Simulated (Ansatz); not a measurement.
Method: PBE (plane waves to 420 eV, PAW; Ansatz, a first-principles code).

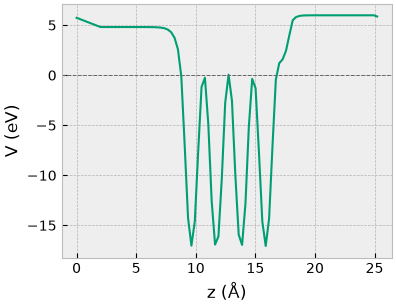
Planar average of the electrostatic potential across the slab, in eV from the Fermi level, for F on the 1x1 (111) surface of fcc Cu, one in a 2x2 cell, started at the site 'bridge Cu-Cu (span 2.6 Å)'

Model: 17-atom slab, 6.2 Å thick at the start under the adsorbate (thin: gaps and levels are the slab's own), 9x9x1 mesh, Fermi-Dirac 0.1 eV, dipole correction, 8 atoms held, the rest relaxed; symmetry of the start imposed; no spin, no spin-orbit, no U, no dispersion correction. At the end it is bonded to 2 Cu. In PBE this state lies 0.08 eV over the lowest of the starts that converged ('hollow Cu-Cu-Cu over Cu at depth 4.1 Å').

### Question
The surface cell has an area of 22.82 Å². What dipole along the normal does the step between the two vacuum levels imply?

### Answer
the top vacuum level lies 1.17 eV above the bottom one; p = −ε₀ A ΔV (ε₀ = 0.005526 e/(V·Å)) gives -0.15 e·Å a cell.
